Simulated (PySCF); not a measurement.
C₂H₅BSe, SMILES B/C=C\[SeH] at its PBE/def2-SVP optimised geometry (Å):

```
9

B      1.1641     0.4716     0.0003
C      0.2269    -0.7353     0.0000
C     -1.1477    -0.7353     0.0000
Se    -2.3721     0.6925     0.0000
H      0.7342     1.6168     0.0006
H      2.3721     0.3213     0.0002
H      0.6597    -1.7532    -0.0002
H     -1.7080    -1.6889    -0.0002
H     -1.3285     1.7532    -0.0001
```

Computed with PBE/def2-TZVP (PySCF). Cells within 0.4 Å of a nucleus heavier than hydrogen are left out (blank, or x).

Map of the deformation density (molecule minus spherical neutral atoms) (e/bohr³) on the plane z = 0.0 Å:

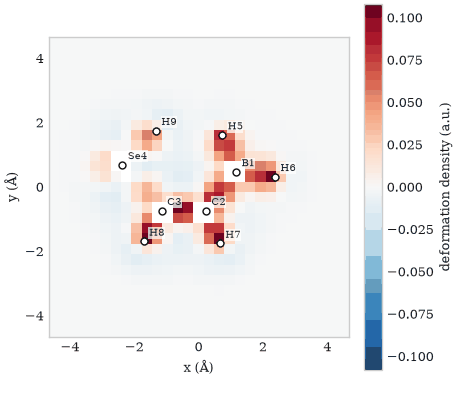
Fig. 1. Deformation density (molecule minus spherical neutral atoms) (e/bohr³) on the plane z = 0.0 Å.
